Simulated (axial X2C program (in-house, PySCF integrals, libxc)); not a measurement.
## Run report: SAl⁺, relativistic diatomic calculation

- system: SAl⁺, single determinant with Ω = 2. The distance is the PBE0 minimum at charge 1.
- method: expectation values, HF and Kohn-Sham, two-component X2C with atomic mean-field Coulomb and Gaunt terms, S dyall-av3z, Al dyall-v3z (cores contracted) (axial X2C program (in-house, PySCF integrals, libxc))

## Output
```
two-component X2C + atomic mean field  PBE0
basis functions 111  fitting functions 625  grid points 4357
iter        total energy     max residual
   1       -641.503994014     1.53e-05
   2       -641.503994031     7.04e-06
   3       -641.503994034     4.19e-06
   4       -641.503994035     1.76e-06
converged
one-electron -981.14336425  Coulomb 333.55296851  exact exchange -10.76498481  xc functional -33.18252765  nuclear repulsion 50.12243164  atomic mean-field constant -0.08851747
```

## Expectation values by level of theory

| quantity | PBE0 | HF | PBE50 | BHandHLYP | TPSSh |
| --- | --- | --- | --- | --- | --- |
| effective field for an electron dipole moment (GV/cm) | 0.225 | 0.308 | 0.250 | 0.245 | 0.215 |
| field gradient at the first nucleus (a.u.) | 0.301 | 0.287 | 0.328 | 0.413 | 0.202 |
| field gradient at the second nucleus (a.u.) | −0.805 | −1.01 | −0.866 | −0.836 | −0.799 |
| A∥/gI, first nucleus (MHz) | 193 | 192 | 192 | 202 | 205 |
| A∥/gI, second nucleus (MHz) | 269 | 276 | 274 | 271 | 278 |

Each column comes from one determinant with 2 or more unpaired spinors, which can mix states, in a basis with contracted cores. The levels disagree widely: the field gradient at the first nucleus runs from 0.202 to 0.413 a.u. They may not all have settled in the same state, and these values aren't reliable properties of the molecule.

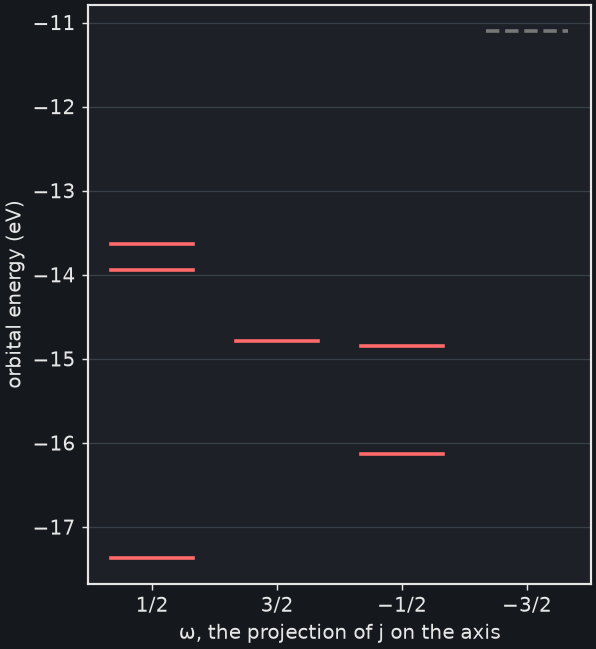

Fig. 1: Orbital energies (PBE0) near the frontier at 2.20 Å, filled (solid) and empty (dashed). The highest filled spinor (1/2; 83 % S p, 9 % Al p) lies at −13.63 eV, the lowest empty one (−3/2; 79 % S p, 13 % Al p) at −11.10 eV.

## The input
```
{"zs": [16, 13], "q": 1, "bas": ["dyall-av3z", "dyall-v3z"], "r0": 2.07, "levels": ["PBE0", "HF", "PBE50", "BHandHLYP", "TPSSh"], "nst": 3}
```

The line is the task of a batch: nuclear charges, charge, bases, the levels to run, a first guess of the distance and further settings. This report covers the levels named above. The log is that of the reference distance, started from orbitals converged before.

The run was one of a batch that the task file lists, launched with:
```bash
python <driver script> task.json out
```

## Key numbers

- outcome: converged; the levels of theory disagree widely
- hardware: 1 thread of Arm Neoverse V2, 112 GiB of memory available, shared host
- wall time: 1.3 s
- peak memory: 0.23 GiB
